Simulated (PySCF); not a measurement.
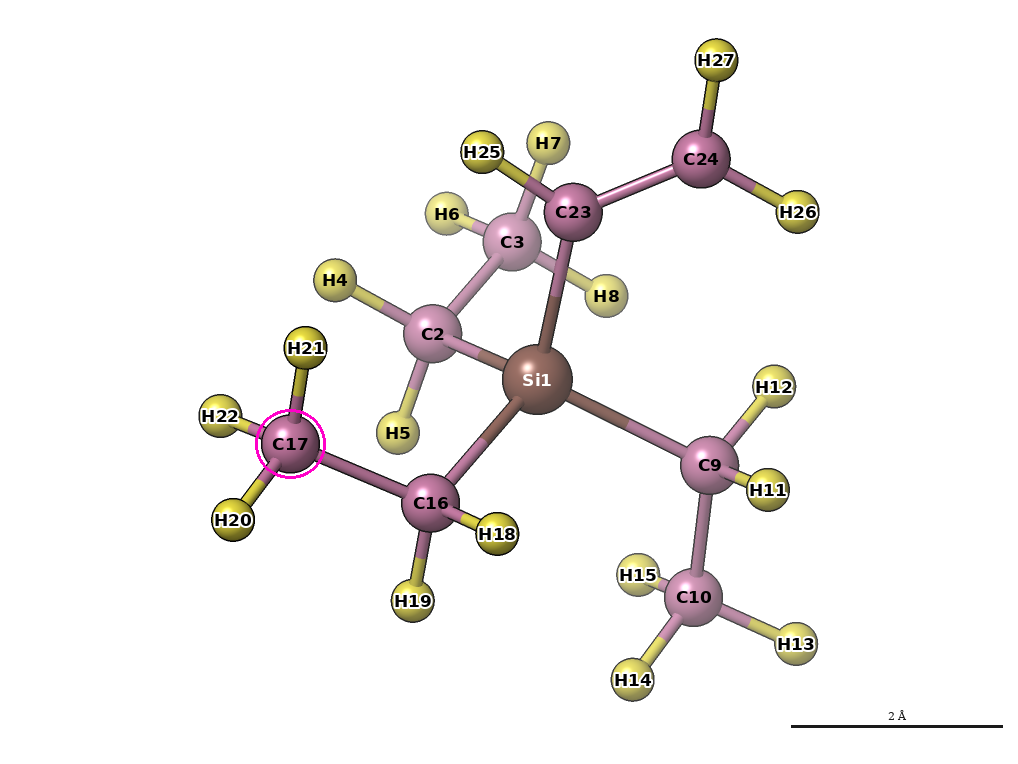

Orthographic view. Depth is shown by fading: the farther an atom, the more it takes the colour of the background. Computed geometry: PBE0-D3(BJ)/def2-SVP optimisation. No frequency run is at hand to confirm it as a minimum.

**Which atoms are bonded to the circled atom?**

The circled atom is C17; it is bonded to C16, H20, H21, H22.

**Of C10 and H15, which is nearer the viewer?**

C10; the bond to H15 points away from the viewer, so it looks shorter than its 1.10 Å.

**Which atom is farthest from the viewer?**

H6, 3.2 Å behind the mean position.

**What is the shortest path along bonds from the circled atom to C2?**

C17–C16–Si1–C2, 3 bonds; through space the two are 3.57 Å apart.
